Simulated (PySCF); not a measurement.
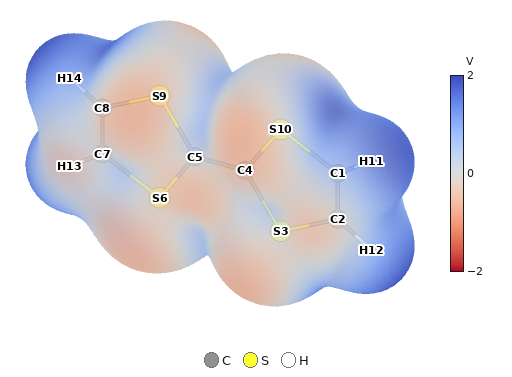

C$_{6}$H$_{4}$S$_{4}$ (TTF). The electrostatic potential painted on the density surface at 0.004 e/bohr³, seen at a tilt; red is negative and blue positive.

Geometry: PBE0-D3(BJ)/def2-SVP.

Theory: B3LYP/def2-SVPD, SCF density, gas phase in PySCF.

Input

```
{"job": {"kind": "uv", "xc": "B3LYP", "basis": "def2-SVPD", "ip": true}, "charge": 0, "multiplicity": 1}
C     -3.184095     0.591290     0.039191
C     -3.144013    -0.734728     0.228375
S     -1.580417    -1.506538     0.278077
C     -0.668833    -0.011674     0.027831
C      0.681286     0.020092    -0.028501
S      1.679743    -1.430061     0.143487
C      3.195736    -0.586868    -0.039225
C      3.157595     0.739198    -0.228453
S      1.595241     1.513530    -0.278623
S     -1.669506     1.436979    -0.143841
H     -4.100056     1.181611    -0.009647
H     -4.023118    -1.368182     0.353754
H      4.110760    -1.178627     0.009876
H      4.037713     1.371275    -0.353637
```

Run with:

```sh
OMP_NUM_THREADS=1 python probes_run.py task.json out
```

Which sites attract a positive test charge, and which a negative one?

A positive charge is drawn to the negative regions and a negative charge to the positive ones. The most negative region (about −0.7 V) lies over S3, S6, S9 and S10, the most positive (about +1.8 V) over H11, H12, H13 and H14.
